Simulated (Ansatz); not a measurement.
# One shape, several levels: SiH2ClO (SMILES O[SiH]Cl)

Aim: a comparison of 6 runs (UHF/STO-3G, U-r2SCAN/STO-3G, U-r2SCAN0/STO-3G, U-wB97M-V/STO-3G, UPBE0/STO-3G, RPA@PBE/STO-3G) of SiH2ClO. 

The calculation is run with Ansatz 0.2.0.

70 further runs of the same task are left out: 1 that didn't finish, 69 set aside as unsound or not needed.

## Step 1: Starting point

The species is SiH2ClO (5 atoms), meant as a doublet with charge 0. SMILES: `O[SiH]Cl`. The H5–Si2 distance was set to 2.977 Å, away from the relaxed value. At this shape a bond of the SMILES string is far longer than usual.

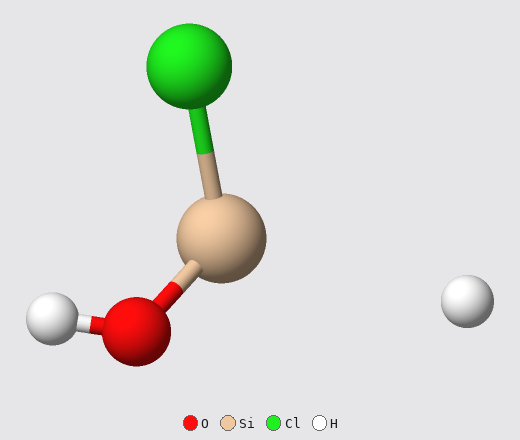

Viewed from a chosen angle; oxygen red, silicon light orange, chlorine green, hydrogen white.

## Step 2: The energy at UHF/STO-3G (run 1)

Input file in.yaml:

```yaml
crystal:
  periodic: [false, false, false]
  atoms:
    - {symbol: O, position_ang: [-1.214405, -1.688514, -0.061392]}
    - {symbol: Si, position_ang: [-0.500605, -0.776714, 1.099108]}
    - {symbol: Cl, position_ang: [1.198295, -1.697314, 1.828708]}
    - {symbol: H, position_ang: [-1.432405, -2.599714, 0.145108]}
    - {symbol: H, position_ang: [0.316000, 1.736300, -0.271100]}
basis:
  gaussian:
    orbitals: STO-3G
magnetization:
  spin_polarized: true
  initial_magnetization: 1
hamiltonian:
  xc: hf
accuracy: high
```

The run is started by

```bash
$ ansatz run in.yaml --threads 1 --pin off --max-ram 2610MiB --events-out events.jsonl --progress --plain --runs-dir runs
```

The program printed:

```text
Warning: RAYON_NUM_THREADS=1 ignored (pool sized by the plan → 1); use --threads N
Functional definition: HF
  name "HF"
  exchange = exact_x
  correlation = 0
459 factors; integrals over basis functions are off by at most 3.1e-8 eV
mean field evaluation 1: about -22174.4613 eV, gradient 1.8e1 eV
mean field evaluation 2: about -22174.5217 eV, gradient 1.8e1 eV
mean field evaluation 4: about -22179.9410 eV, gradient 2.5e0 eV
mean field evaluation 8: about -22180.0619 eV, gradient 2.2e-2 eV
mean field evaluation 16: about -22171.8533 eV, gradient 1.1e1 eV
mean field evaluation 32: about -22179.6504 eV, gradient 2.0e0 eV
mean field evaluation 64: about -22176.7342 eV, gradient 4.1e-1 eV
mean field -22180.06191099 eV, -815.1022410430 hartree, gradient 2.1e-8 eV, S^2 0.780626; 0 other end points of the search recorded, 0 dependent functions left out
reference -22180.06191099 eV, -815.1022410430 hartree; 21, 20 occupied and 4, 5 virtual orbitals, 459 factors
Total energy: -22180.06191099 eV, -815.1022410430 hartree
```

Run time: 0.3 s. Hardware: 1 thread of Arm Neoverse V2, shared host.

## Step 3: A single-point energy at U-r2SCAN/STO-3G (run 2)

Input file input.yaml:

```yaml
crystal:
  periodic: [false, false, false]
  atoms:
    - symbol: O
      position_ang: [-1.214405, -1.688514, -0.061392]
    - symbol: Si
      position_ang: [-0.500605, -0.776714, 1.099108]
    - symbol: Cl
      position_ang: [1.198295, -1.697314, 1.828708]
    - symbol: H
      position_ang: [-1.432405, -2.599714, 0.145108]
    - symbol: H
      position_ang: [0.316000, 1.736300, -0.271100]
basis:
  gaussian:
    orbitals: STO-3G
magnetization:
  spin_polarized: true
  initial_magnetization: 1
hamiltonian:
  xc: r2scan
accuracy: high
```

The run is started by

```bash
$ ansatz run input.yaml --threads 1 --pin off --max-ram 2610MiB --events-out events.jsonl --progress --plain --runs-dir runs
```

The program printed:

```text
Warning: RAYON_NUM_THREADS=1 ignored (pool sized by the plan → 1); use --threads N
Functional definition: r2SCAN
  name "r2SCAN"
  parameter k0 = 0.174
  parameter k1 = 0.065
  parameter a1 = 4.9479
  exchange = r2scan_x(k0 = k0, k1 = k1, a1 = a1)
  correlation = r2scan_c
459 factors; integrals over basis functions are off by at most 3.1e-8 eV
mean field evaluation 1: about -22210.0658 eV, gradient 2.2e1 eV
mean field evaluation 2: about -22198.3058 eV, gradient 3.2e1 eV
mean field evaluation 4: about -22217.9437 eV, gradient 5.9e0 eV
mean field evaluation 8: about -22218.9190 eV, gradient 2.7e-1 eV
mean field evaluation 16: about -22218.9203 eV, gradient 1.3e-4 eV
mean field -22218.92027326 eV, -816.5302595174 hartree, gradient 1.2e-8 eV, S^2 0.756139; 0 other end points of the search recorded, 0 dependent functions left out
reference -22218.92027423 eV, -816.5302595530 hartree; 21, 20 occupied and 4, 5 virtual orbitals, 459 factors
Total energy: -22218.92027423 eV, -816.5302595530 hartree
```

Run time: 7.5 s. Hardware: 1 thread of Arm Neoverse V2, shared host; peak memory 0.25 GiB.

Runs 3 to 5 aren't shown in full; the table further down has their settings and results.

## Step 4: A single-point energy at RPA@PBE/STO-3G (run 6)

Edit in.yaml of step 2 so:

```diff
@@ -15,3 +15,6 @@
 hamiltonian:
-  xc: hf
+  xc: {name: PBE}
+correlation:
+  method: rpa
+  frozen_orbitals: {Cl: 5, H: 0, O: 1, Si: 5}
 accuracy: high
```

The run is started by

```bash
$ ansatz run in.yaml --threads 1 --pin off --max-ram 2610MiB --events-out events.jsonl --progress --plain --runs-dir runs
```

The program printed (excerpt; [...] marks lines left out):

```text
Warning: RAYON_NUM_THREADS=1 ignored (pool sized by the plan → 1); use --threads N
Functional definition: PBE
  name "PBE"
[...]
459 factors; integrals over basis functions are off by at most 3.1e-8 eV
[...]
mean field -22208.25345721 eV, -816.1382612575 hartree, gradient 9.1e-8 eV, S^2 0.752960; 0 other end points of the search recorded, 0 dependent functions left out
11 core orbitals not correlated: weight in the atoms' cores, before any rotation towards them, 1.000 or more for the frozen orbitals, at most 0.000 for the correlated occupied ones
reference -22179.16628107 eV, -815.0693272504 hartree; 10, 9 occupied and 4, 5 virtual orbitals, 459 factors
Total energy: -22184.06017173 eV, -815.2491744152 hartree
```

It took 3 s on 1 thread of Arm Neoverse V2, shared host; peak memory 0.14 GiB.

## Step 5: The series

| run | level | frozen core orbitals | energy (Eh) | ⟨S²⟩ | wall time |
| --- | --- | --- | --- | --- | --- |
| 1 | UHF/STO-3G | – | -815.102241 | 0.781 | 0.3 s |
| 2 | U-r2SCAN/STO-3G | – | -816.530260 | 0.756 | 7.5 s |
| 3 | U-r2SCAN0/STO-3G | – | -816.540415 | 0.758 | 7.5 s |
| 4 | U-wB97M-V/STO-3G | – | -816.652433 | 0.752 | 32 s |
| 5 | UPBE0/STO-3G | – | -816.262666 | 0.754 | 2.5 s |
| 6 | RPA@PBE/STO-3G | 11 | -815.249174 | 0.753 | 3 s |

## Step 6: Summary of results

| quantity | value |
| --- | --- |
| run 6: total energy | -815.24917 Eh |
| run 6: RPA correlation energy (valence) | -179.8 mEh |
| run 6: ⟨S²⟩ of the reference determinant | 0.753 |

**Reading.** Totals of different functionals can't be ranked against each other. In runs 1, 2, 3, 4, 5, 6 the basis is minimal, so the values are rough. All runs together took 53 s, the longest 32 s.
